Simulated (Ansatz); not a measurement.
System: Al3B2Sb.

Input file:

```
crystal:
  lattice:
    - [2.6551924713, -1.5319011907, 0.0220568645]
    - [2.6551924713, 1.5319011907, 0.0220568645]
    - [-1.8969094854, 0.0, 10.8999973992]
  atoms:
    - { symbol: Al, position: [0.9498786697, 0.9498786697, 0.8610192378] }
    - { symbol: Al, position: [0.0547588005, 0.0547588005, 0.1662818493] }
    - { symbol: Al, position: [0.4559327132, 0.4559327132, 0.3671237938] }
    - { symbol: B, position: [0.6696602646, 0.6696602646, 0.0157054407] }
    - { symbol: B, position: [0.3319295625, 0.3319295625, 0.0029295428] }
    - { symbol: Sb, position: [0.5442949346, 0.5442949346, 0.6369401355] }
basis:
  ecutwfc: 420
kpoints:
  mp_grid: { grid: [12, 12, 4] }
  band_path:
    path:
      - [[0.0, 0.0, 0.0], [-0.33548944, 0.33548944, 0.0]]
      - [[0.33548944, 0.66451056, 0.0], [0.5, 0.5, 0.0], [0.0, 0.0, 0.0], [0.5, 0.5, -0.5], [0.32879009, 0.67120991, -0.5]]
      - [[-0.32879009, 0.32879009, -0.5], [0.0, 0.0, -0.5], [0.0, 0.0, 0.0]]
      - [[0.0, 0.5, -0.5], [0.0, 0.0, 0.0], [0.0, 0.5, 0.0]]
    npoints: 14
hamiltonian:
  xc: pbe
scf:
  occupations: { method: gaussian, width: 0.1 }
  n_extra_bands: 15
output:
  forces: true
  stress: true
  eigenvalues: true
  populations: true
  dos: { projected: true, de: 0.02, nscf_kmesh: { grid: [15, 15, 5] } }
  bader: true
  write_density: true
  write_potential: true
  elf: true
  volumetric_format: npy
```

Run with:

```sh
ansatz run input.yaml --threads 1 --pin off --max-ram 2560MiB --backend cpu --events-out ev --progress --plain --runs-dir out
```

Below, planes, directions and counts refer to the conventional cell (a = 5.31 Å, b = 3.06 Å, c = 11.06 Å, α = 90.00°, β = 99.40°, γ = 90.00°).

Space group Cm; a generated structure, not necessarily the stable one.

Level of theory: Ansatz, DFT PBE, scalar-relativistic, plane waves, PAW.

Q: Predict the valence pseudo-density and electron localisation function between the atoms.

A: B–B (1.78 Å): ρ is about 0.81 e/Å³ halfway; the ELF peaks at about 0.90 between the atoms.
Al–B (2.35 Å): ρ at the midpoint is about 0.31 e/Å³; the ELF peaks at about 0.60 in the valence shell of B, 0.9 Å from its nucleus, and is about 0.60 at the midpoint.
Al–Sb (2.95 Å): ρ is about 0.25 e/Å³ halfway; the ELF is about 0.70 at the midpoint.
Al–B (2.42 Å): ρ is about 0.29 e/Å³ halfway; the ELF peaks at about 0.65 in the valence shell of B, 0.9 Å from its nucleus, and is about 0.55 at the midpoint.
Bader's partition of the density gives Al +0.06 to +1.47, B −1.11 and Sb −0.40 e.

Q: How much charge does the calculation move between the atoms?

A: Electrons move from Al towards B and Sb. Bader charges: Al +0.06 to +1.47, B −1.11 and Sb −0.40 e.

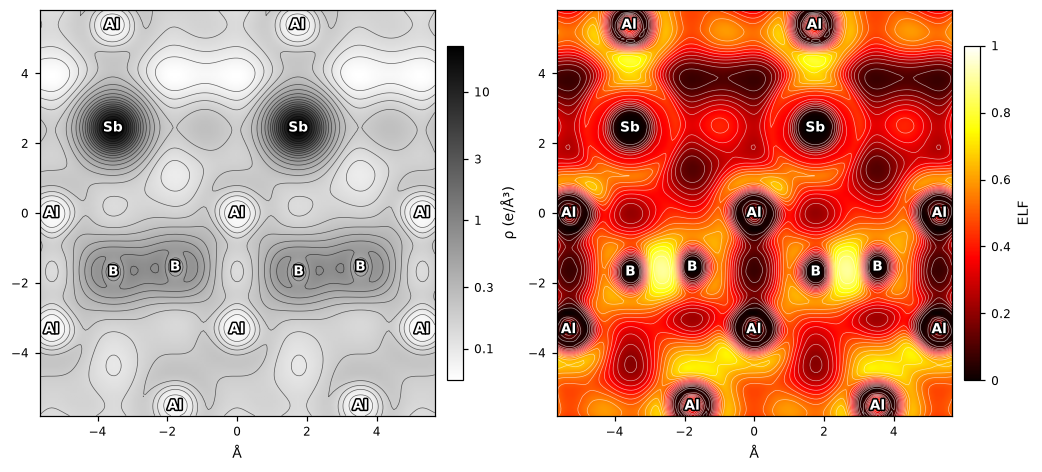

Computed valence pseudo-density and electron localisation function on the (010) plane of the conventional cell, in this order. 

The density is the valence pseudo-density of a PAW calculation; it isn't the true density close to the nuclei.
